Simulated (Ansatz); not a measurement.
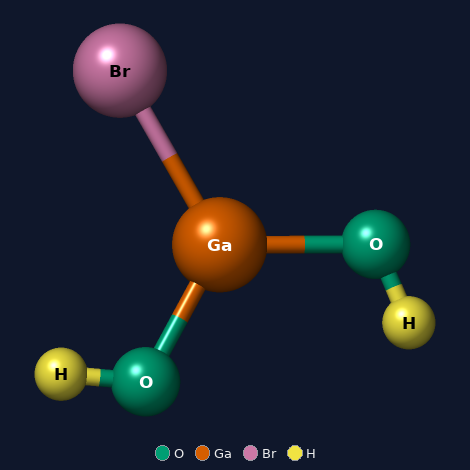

Starting geometry of the run.

Ansatz 0.2.0 input:

```yaml
crystal:
  periodic: [false, false, false]
  atoms:
    - {symbol: O, position_ang: [-0.234449, 1.469746, -0.198379]}
    - {symbol: Ga, position_ang: [-0.090418, -0.296216, -0.120179]}
    - {symbol: O, position_ang: [1.046309, -1.012314, 1.028028]}
    - {symbol: Br, position_ang: [-1.322107, -1.653818, -1.449856]}
    - {symbol: H, position_ang: [-0.872355, 1.776904, -0.846796]}
    - {symbol: H, position_ang: [1.515019, -0.348202, 1.540882]}
basis:
  gaussian: {orbitals: aug-pcseg-2, point_charges: [{charge: 0.50, position_ang: [6.457, -0.026, -0.001]}]}
hamiltonian: {xc: {name: revPBE}, dispersion: d3bj}
accuracy: high
output: {forces: true}
```

Command:

```sh
ansatz run in.yaml --threads 4 --pin off --events-out ev --progress --plain --max-ram 10444MiB
```

What the program printed:

```
Functional definition: revPBE
  name "revPBE"
  cite "Zhang & Yang, Phys. Rev. Lett. 80, 890 (1998) doi:10.1103/PhysRevLett.80.890"
  cite "Perdew, Burke & Ernzerhof, Phys. Rev. Lett. 77, 3865 (1996) doi:10.1103/PhysRevLett.77.3865"
  parameter kappa = 1.245
  parameter beta = 0.06672455060314922
  exchange = pbe_x(kappa = kappa, mu = beta*pi^2/3)
  correlation = pbe_c(beta = beta)
3791 factors; integrals over basis functions are off by at most 4.2e-9 eV
mean field evaluation 1: about -126531.9816 eV, gradient 9.8e1 eV
mean field evaluation 2: about -126374.4568 eV, gradient 2.4e2 eV
mean field evaluation 4: about -126545.6650 eV, gradient 3.2e1 eV
mean field evaluation 8: about -126547.5554 eV, gradient 4.5e-1 eV
mean field evaluation 16: about -126547.5539 eV, gradient 4.0e-5 eV
mean field -126547.55385287 eV, -4650.5368270802 hartree, gradient 6.6e-8 eV, S^2 0.000000; 0 other end points of the search recorded, 0 dependent functions left out
the calculation of the forces begins
reference -126547.55386037 eV, -4650.5368273557 hartree; 42, 42 occupied and 214, 214 virtual orbitals, 3791 factors
Total energy: -126547.78728213 eV, -4650.5454054473 hartree
Atom 0 at    -0.234449     1.469746    -0.198379 Å, force     0.354216     0.580281     0.323002 eV/Å
Atom 1 at    -0.090418    -0.296216    -0.120179 Å, force    -0.433920    -0.169173    -0.321500 eV/Å
Atom 2 at     1.046309    -1.012314     1.028028 Å, force     0.432824    -0.627554     0.251544 eV/Å
Atom 3 at    -1.322107    -1.653818    -1.449856 Å, force    -0.174004    -0.240011    -0.213478 eV/Å
Atom 4 at    -0.872355     1.776904    -0.846796 Å, force    -0.333370     0.138598    -0.322831 eV/Å
Atom 5 at     1.515019    -0.348202     1.540882 Å, force     0.152080     0.327414     0.286056 eV/Å
Dipole moment:    -0.113343     0.273355    -0.033819 e Å
```

The calculation finished and met its thresholds.
